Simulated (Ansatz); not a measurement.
# AlBH5NS: shift of H7 from Al3 to N4

How high is the barrier for the shift of H7 from Al3 to N4? Relax the two ends, then run a nudged elastic band between them. SMILES of the start: B[S][AlH][NH2].

Method: RKS PBE/def2-mTZVP, in Ansatz 0.2.0.

### Step 1. The structure to begin with

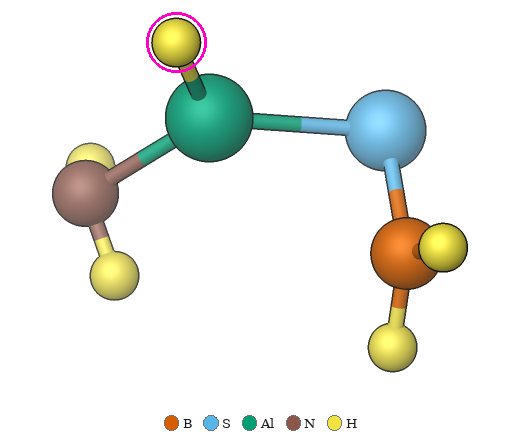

The starting structure, seen from a chosen angle (boron orange, sulfur blue, aluminium teal, nitrogen brown, hydrogen yellow). Ringed: H7.

Structure file:

```xyz
9

B    -1.7977    0.8161    0.1461
S    -1.3903   -0.8039    0.8854
Al    0.7948   -0.3421    0.7178
N     1.8552   -0.7777   -0.8662
H    -2.0097    1.7924    0.8144
H    -1.9662    0.9824   -1.0373
H     1.6091    0.3771    1.9453
H     1.6997   -1.7984   -1.0151
H     1.2935   -0.2922   -1.6075
```

### Step 2. Relaxing end A

File input.yaml:

```yaml
crystal:
  periodic: [false, false, false]
  atoms:
    - { symbol: B, position_ang: [-1.7977, 0.8161, 0.1461] }
    - { symbol: S, position_ang: [-1.3903, -0.8039, 0.8854] }
    - { symbol: Al, position_ang: [0.7948, -0.3421, 0.7178] }
    - { symbol: "N", position_ang: [1.8552, -0.7777, -0.8662] }
    - { symbol: H, position_ang: [-2.0097, 1.7924, 0.8144] }
    - { symbol: H, position_ang: [-1.9662, 0.9824, -1.0373] }
    - { symbol: H, position_ang: [1.6091, 0.3771, 1.9453] }
    - { symbol: H, position_ang: [1.6997, -1.7984, -1.0151] }
    - { symbol: H, position_ang: [1.2935, -0.2922, -1.6075] }
basis:
  gaussian: { orbitals: def2-mTZVP }
hamiltonian:
  xc: pbe
relax:
  f_tol: 0.02
  max_steps: 50
```

On the command line:

```
$ ansatz run input.yaml --threads 2 --pin off --max-ram 3072MiB --backend cpu --events-out ev --progress --plain --runs-dir out
```

The program printed (excerpt; [...] marks lines left out):

```text
Warning: RAYON_NUM_THREADS=2 ignored (pool sized by the plan → 2); use --threads N
[...]
Functional definition: PBE
[...]
989 factors; their error is unknown
[...]
mean field -19670.08545881 eV, -722.8623077485 hartree, gradient 4.3e-5 eV, S^2 0.000000; 0 other end points of the search recorded, 0 dependent functions left out
[...]
reference -19670.08550600 eV, -722.8623094826 hartree; 23, 23 occupied and 74, 74 virtual orbitals, 989 factors
relax step   1: F+E_penalty+E_count = -19670.08545881 eV  Δ(F+E_penalty+E_count) = +0.000e0 eV  max|allowed force component| = 1.747e0 eV/Å  Δτ_max = 0.0000 Å  (29 SCF iters, accepted)
[...]
relax step   5: F+E_penalty+E_count = -19670.60996127 eV  Δ(F+E_penalty+E_count) = -1.326e-1 eV  max|allowed force component| = 4.970e-1 eV/Å  Δτ_max = 0.1997 Å  (27 SCF iters, accepted)
[...]
relax step   9: F+E_penalty+E_count = -19670.96079554 eV  Δ(F+E_penalty+E_count) = -5.879e-2 eV  max|allowed force component| = 1.843e0 eV/Å  Δτ_max = 0.1955 Å  (36 SCF iters, accepted)
[...]
relax step  13: F+E_penalty+E_count = -19671.25430447 eV  Δ(F+E_penalty+E_count) = -5.158e-2 eV  max|allowed force component| = 5.538e-1 eV/Å  Δτ_max = 0.0980 Å  (30 SCF iters, accepted)
[...]
relax step  15: F+E_penalty+E_count = -19671.36696842 eV  Δ(F+E_penalty+E_count) = -6.027e-2 eV  max|allowed force component| = 3.109e-1 eV/Å  Δτ_max = 0.1500 Å  (28 SCF iters, accepted)
[...]
relax step  16: F+E_penalty+E_count = -19671.41190646 eV  Δ(F+E_penalty+E_count) = -4.494e-2 eV  max|allowed force component| = 3.336e-1 eV/Å  Δτ_max = 0.1923 Å  (28 SCF iters, accepted)
[...]
989 factors; their error is unknown
[...]
```

### Step 3. The log goes on: end point A relaxed

The log, continued:

```text
mean field -19671.43872713 eV, -722.9120394419 hartree, gradient 1.0e-5 eV, S^2 0.000000; 0 other end points of the search recorded, 0 dependent functions left out
the calculation of the forces begins
reference -19671.43877423 eV, -722.9120411728 hartree; 23, 23 occupied and 74, 74 virtual orbitals, 989 factors
relax step  17: F+E_penalty+E_count = -19671.43872713 eV  Δ(F+E_penalty+E_count) = -2.682e-2 eV  max|allowed force component| = 1.474e-1 eV/Å  Δτ_max = 0.1995 Å  (29 SCF iters, accepted)
these checks for a lower state are left out or cut short: starts, cluster_reference, orbital_swaps, neighbouring_geometries, increment
989 factors; their error is unknown
mean field -19671.44690840 eV, -722.9123400980 hartree, gradient 1.1e-5 eV, S^2 0.000000; 0 other end points of the search recorded, 0 dependent functions left out
the calculation of the forces begins
reference -19671.44695540 eV, -722.9123418253 hartree; 23, 23 occupied and 74, 74 virtual orbitals, 989 factors
relax step  18: F+E_penalty+E_count = -19671.44690840 eV  Δ(F+E_penalty+E_count) = -8.181e-3 eV  max|allowed force component| = 7.692e-2 eV/Å  Δτ_max = 0.0694 Å  (29 SCF iters, accepted)
these checks for a lower state are left out or cut short: starts, cluster_reference, orbital_swaps, neighbouring_geometries, increment
989 factors; their error is unknown
mean field -19671.44642780 eV, -722.9123224364 hartree, gradient 1.3e-5 eV, S^2 0.000000; 0 other end points of the search recorded, 0 dependent functions left out
the calculation of the forces begins
reference -19671.44647448 eV, -722.9123241519 hartree; 23, 23 occupied and 74, 74 virtual orbitals, 989 factors
relax step  19: F+E_penalty+E_count = -19671.44642780 eV  Δ(F+E_penalty+E_count) = +4.806e-4 eV  max|allowed force component| = 3.819e-1 eV/Å  Δτ_max = 0.1717 Å  (29 SCF iters, rejected (line search))
these checks for a lower state are left out or cut short: starts, cluster_reference, orbital_swaps, neighbouring_geometries, increment
989 factors; their error is unknown
mean field -19671.45149193 eV, -722.9125085398 hartree, gradient 1.3e-5 eV, S^2 0.000000; 0 other end points of the search recorded, 0 dependent functions left out
the calculation of the forces begins
reference -19671.45153882 eV, -722.9125102627 hartree; 23, 23 occupied and 74, 74 virtual orbitals, 989 factors
relax step  20: F+E_penalty+E_count = -19671.45149193 eV  Δ(F+E_penalty+E_count) = -4.584e-3 eV  max|allowed force component| = 1.044e-1 eV/Å  Δτ_max = 0.0827 Å  (29 SCF iters, accepted)
these checks for a lower state are left out or cut short: starts, cluster_reference, orbital_swaps, neighbouring_geometries, increment
989 factors; their error is unknown
mean field evaluation 160: about -19671.4520 eV, gradient 8.5e-4 eV
mean field -19671.45200909 eV, -722.9125275448 hartree, gradient 1.6e-5 eV, S^2 0.000000; 0 other end points of the search recorded, 0 dependent functions left out
the calculation of the forces begins
reference -19671.45205580 eV, -722.9125292615 hartree; 23, 23 occupied and 74, 74 virtual orbitals, 989 factors
relax step  21: F+E_penalty+E_count = -19671.45200909 eV  Δ(F+E_penalty+E_count) = -5.172e-4 eV  max|allowed force component| = 1.109e-1 eV/Å  Δτ_max = 0.0957 Å  (29 SCF iters, accepted)
these checks for a lower state are left out or cut short: starts, cluster_reference, orbital_swaps, neighbouring_geometries, increment
989 factors; their error is unknown
mean field -19671.45710088 eV, -722.9127146649 hartree, gradient 1.1e-5 eV, S^2 0.000000; 0 other end points of the search recorded, 0 dependent functions left out
the calculation of the forces begins
reference -19671.45714746 eV, -722.9127163767 hartree; 23, 23 occupied and 74, 74 virtual orbitals, 989 factors
relax step  22: F+E_penalty+E_count = -19671.45710088 eV  Δ(F+E_penalty+E_count) = -5.092e-3 eV  max|allowed force component| = 5.565e-2 eV/Å  Δτ_max = 0.1006 Å  (29 SCF iters, accepted)
these checks for a lower state are left out or cut short: starts, cluster_reference, orbital_swaps, neighbouring_geometries, increment
989 factors; their error is unknown
mean field -19671.45789375 eV, -722.9127438023 hartree, gradient 1.3e-5 eV, S^2 0.000000; 0 other end points of the search recorded, 0 dependent functions left out
the calculation of the forces begins
reference -19671.45794017 eV, -722.9127455082 hartree; 23, 23 occupied and 74, 74 virtual orbitals, 989 factors
relax step  23: F+E_penalty+E_count = -19671.45789375 eV  Δ(F+E_penalty+E_count) = -7.929e-4 eV  max|allowed force component| = 3.850e-2 eV/Å  Δτ_max = 0.0803 Å  (30 SCF iters, accepted)
these checks for a lower state are left out or cut short: starts, cluster_reference, orbital_swaps, neighbouring_geometries, increment
989 factors; their error is unknown
mean field -19671.45832496 eV, -722.9127596488 hartree, gradient 1.3e-5 eV, S^2 0.000000; 0 other end points of the search recorded, 0 dependent functions left out
the calculation of the forces begins
reference -19671.45837126 eV, -722.9127613503 hartree; 23, 23 occupied and 74, 74 virtual orbitals, 989 factors
relax step  24: F+E_penalty+E_count = -19671.45832496 eV  Δ(F+E_penalty+E_count) = -4.312e-4 eV  max|allowed force component| = 8.462e-2 eV/Å  Δτ_max = 0.0419 Å  (30 SCF iters, accepted)
these checks for a lower state are left out or cut short: starts, cluster_reference, orbital_swaps, neighbouring_geometries, increment
989 factors; their error is unknown
mean field -19671.45861477 eV, -722.9127702992 hartree, gradient 1.3e-5 eV, S^2 0.000000; 0 other end points of the search recorded, 0 dependent functions left out
the calculation of the forces begins
reference -19671.45866110 eV, -722.9127720018 hartree; 23, 23 occupied and 74, 74 virtual orbitals, 989 factors
relax step  25: F+E_penalty+E_count = -19671.45861477 eV  Δ(F+E_penalty+E_count) = -2.898e-4 eV  max|allowed force component| = 7.620e-2 eV/Å  Δτ_max = 0.0100 Å  (32 SCF iters, accepted)
these checks for a lower state are left out or cut short: starts, cluster_reference, orbital_swaps, neighbouring_geometries, increment
989 factors; their error is unknown
mean field evaluation 192: about -19671.4985 eV, gradient 7.1e-3 eV
mean field -19671.45922202 eV, -722.9127926151 hartree, gradient 1.3e-5 eV, S^2 0.000000; 0 other end points of the search recorded, 0 dependent functions left out
the calculation of the forces begins
reference -19671.45926834 eV, -722.9127943175 hartree; 23, 23 occupied and 74, 74 virtual orbitals, 989 factors
relax step  26: F+E_penalty+E_count = -19671.45922202 eV  Δ(F+E_penalty+E_count) = -6.072e-4 eV  max|allowed force component| = 2.871e-2 eV/Å  Δτ_max = 0.0314 Å  (31 SCF iters, accepted)
these checks for a lower state are left out or cut short: starts, cluster_reference, orbital_swaps, neighbouring_geometries, increment
989 factors; their error is unknown
mean field -19671.45927892 eV, -722.9127947063 hartree, gradient 1.3e-5 eV, S^2 0.000000; 0 other end points of the search recorded, 0 dependent functions left out
the calculation of the forces begins
reference -19671.45932520 eV, -722.9127964072 hartree; 23, 23 occupied and 74, 74 virtual orbitals, 989 factors
relax step  27: F+E_penalty+E_count = -19671.45927892 eV  Δ(F+E_penalty+E_count) = -5.690e-5 eV  max|allowed force component| = 3.201e-2 eV/Å  Δτ_max = 0.0173 Å  (31 SCF iters, accepted)
these checks for a lower state are left out or cut short: starts, cluster_reference, orbital_swaps, neighbouring_geometries, increment
989 factors; their error is unknown
mean field -19671.45952889 eV, -722.9128038927 hartree, gradient 1.3e-5 eV, S^2 0.000000; 0 other end points of the search recorded, 0 dependent functions left out
the calculation of the forces begins
reference -19671.45957515 eV, -722.9128055925 hartree; 23, 23 occupied and 74, 74 virtual orbitals, 989 factors
relax step  28: F+E_penalty+E_count = -19671.45952889 eV  Δ(F+E_penalty+E_count) = -2.500e-4 eV  max|allowed force component| = 1.467e-2 eV/Å  Δτ_max = 0.0227 Å  (31 SCF iters, accepted)
these checks for a lower state are left out or cut short: starts, cluster_reference, orbital_swaps, neighbouring_geometries, increment
989 factors; their error is unknown
mean field -19671.45961618 eV, -722.9128071003 hartree, gradient 1.3e-5 eV, S^2 0.000000; 0 other end points of the search recorded, 0 dependent functions left out
the calculation of the forces begins
reference -19671.45966243 eV, -722.9128088000 hartree; 23, 23 occupied and 74, 74 virtual orbitals, 989 factors
relax step  29: F+E_penalty+E_count = -19671.45961618 eV  Δ(F+E_penalty+E_count) = -8.728e-5 eV  max|allowed force component| = 1.645e-2 eV/Å  Δτ_max = 0.0289 Å  (30 SCF iters, accepted)
989 factors; their error is unknown
mean field evaluation 224: about -19670.9077 eV, gradient 1.4e1 eV
mean field -19671.45961618 eV, -722.9128071003 hartree, gradient 1.3e-5 eV, S^2 0.000000; 1 other end points of the search recorded, 0 dependent functions left out
the calculation of the forces begins
reference -19671.45966243 eV, -722.9128088000 hartree; 23, 23 occupied and 74, 74 virtual orbitals, 989 factors
Total energy: -19671.45966243 eV, -722.9128088000 hartree
Atom 0 at    -1.804273     0.874470     0.024758 Å, force    -0.005760     0.008873     0.007963 eV/Å
Atom 1 at    -1.032752     0.409379     1.573750 Å, force     0.016450    -0.008438     0.000149 eV/Å
Atom 2 at     0.915710    -0.470862     0.903211 Å, force    -0.013930     0.004972     0.000426 eV/Å
Atom 3 at     1.315944    -0.621400    -0.821238 Å, force     0.005271    -0.001713     0.007470 eV/Å
Atom 4 at    -2.887758     1.381116     0.095856 Å, force     0.000568    -0.001761    -0.006789 eV/Å
Atom 5 at    -1.282140     0.701780    -1.041866 Å, force     0.001944    -0.005094    -0.002172 eV/Å
Atom 6 at     1.940759    -0.970269     2.008781 Å, force    -0.004928     0.002457    -0.005092 eV/Å
Atom 7 at     2.192447    -1.016653    -1.157655 Å, force    -0.001581     0.000655    -0.007617 eV/Å
Atom 8 at     0.730464    -0.333862    -1.602696 Å, force     0.001965     0.000050     0.005663 eV/Å
Dipole moment:     0.324648    -0.141964    -0.338270 e Å
```

Run time: 54 s. Hardware: 2 threads of Arm Neoverse V1, shared host; peak memory 0.15 GiB.

Step by step:

| step | energy from step 1 (eV) | largest force component (eV/Å) |
| --- | --- | --- |
| 1 | 0.0000 | 1.7473 |
| 2 | -0.1615 | 1.1931 |
| 3 | -0.3039 | 1.1844 |
| 4 | -0.3919 | 0.9897 |
| 5 | -0.5245 | 0.4970 |
| 6 | -0.6346 | 0.6528 |
| 7 | -0.7498 | 0.5580 |
| 8 | -0.8165 | 0.4733 |
| 9 | -0.8753 | 1.8432 |
| 10 | -1.0175 | 0.9523 |
| 11 | -1.1173 | 0.6180 |
| 12x | -1.0972 | 1.4251 |
| 13 | -1.1688 | 0.5538 |
| 14 | -1.2212 | 0.4606 |
| 15 | -1.2815 | 0.3109 |
| 16 | -1.3264 | 0.3336 |
| 17 | -1.3533 | 0.1474 |
| 18 | -1.3614 | 0.0769 |
| 19x | -1.3610 | 0.3819 |
| 20 | -1.3660 | 0.1044 |
| 21 | -1.3665 | 0.1109 |
| 22 | -1.3716 | 0.0557 |
| 23 | -1.3724 | 0.0385 |
| 24 | -1.3729 | 0.0846 |
| 25 | -1.3732 | 0.0762 |
| 26 | -1.3738 | 0.0287 |
| 27 | -1.3738 | 0.0320 |
| 28 | -1.3741 | 0.0147 |
| 29 | -1.3742 | 0.0164 |

Step 1 is the start. 2 steps were tried and not accepted (marked x).

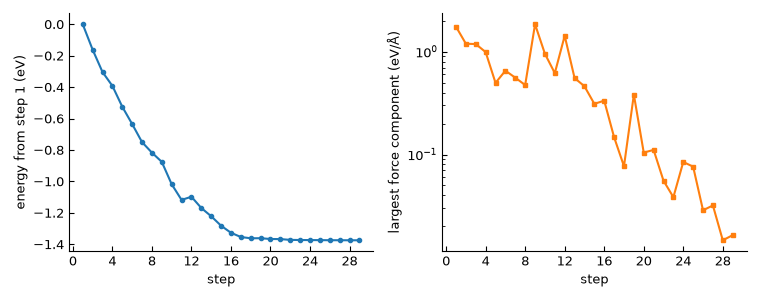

Energy and largest force along the relaxation.

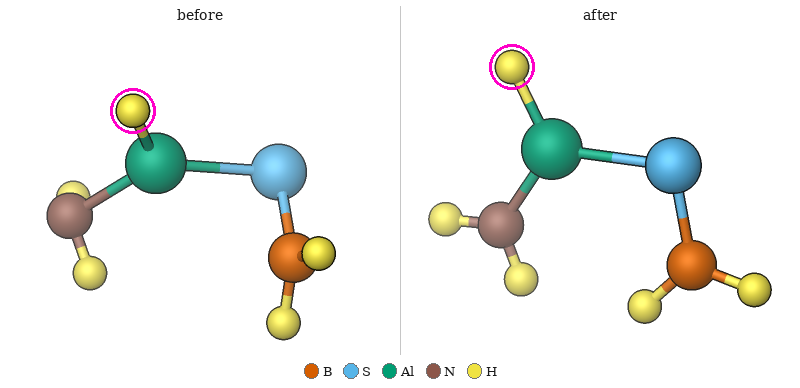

Before and after, at one scale.

After: Bond lengths: B1–S2 1.792 Å, S2–Al3 2.241 Å, Al3–N4 1.777 Å, B1–H5 1.198 Å, B1–H6 1.200 Å, Al3–H7 1.588 Å, N4–H8 1.019 Å, N4–H9 1.018 Å. Angles: B1–S2–Al3 102.6°, S2–B1–H5 116.6°, S2–B1–H6 122.9°, H5–B1–H6 120.5°, S2–Al3–N4 121.3°, S2–Al3–H7 118.5°, N4–Al3–H7 120.2°, Al3–N4–H8 123.2°, Al3–N4–H9 126.3°, H8–N4–H9 110.5°.

### Step 4. Relaxing end B

The second end starts from a geometry with the move made by hand.

Edit input.yaml of step 2 so:

```diff
@@ -9,3 +9,3 @@
     - { symbol: H, position_ang: [-1.9662, 0.9824, -1.0373] }
-    - { symbol: H, position_ang: [1.6091, 0.3771, 1.9453] }
+    - { symbol: H, position_ang: [2.70908, -0.39146, -0.4153] }
     - { symbol: H, position_ang: [1.6997, -1.7984, -1.0151] }
```

On the command line:

```
$ ansatz run input.yaml --threads 2 --pin off --max-ram 3072MiB --backend cpu --events-out ev --progress --plain --runs-dir out
```

The program printed (excerpt; [...] marks lines left out):

```text
Warning: RAYON_NUM_THREADS=2 ignored (pool sized by the plan → 2); use --threads N
[...]
[... 1 set-up line as earlier in the session ...]
[...]
989 factors; their error is unknown
[...]
mean field -19668.74451509 eV, -722.8130289758 hartree, gradient 2.0e-5 eV, S^2 0.000000; 1 other end points of the search recorded, 0 dependent functions left out
[...]
reference -19668.74455938 eV, -722.8130306034 hartree; 23, 23 occupied and 74, 74 virtual orbitals, 989 factors
[...]
relax step  13: F+E_penalty+E_count = -19670.64928187 eV  Δ(F+E_penalty+E_count) = -5.559e-3 eV  max|allowed force component| = 9.878e-2 eV/Å  Δτ_max = 0.0352 Å  (31 SCF iters, accepted)
[...]
989 factors; their error is unknown
mean field -19670.65853721 eV, -722.8833679911 hartree, gradient 1.5e-5 eV, S^2 0.000000; 0 other end points of the search recorded, 0 dependent functions left out
[...]
reference -19670.65857989 eV, -722.8833695597 hartree; 23, 23 occupied and 74, 74 virtual orbitals, 989 factors
```

[end of part 1 of 3]
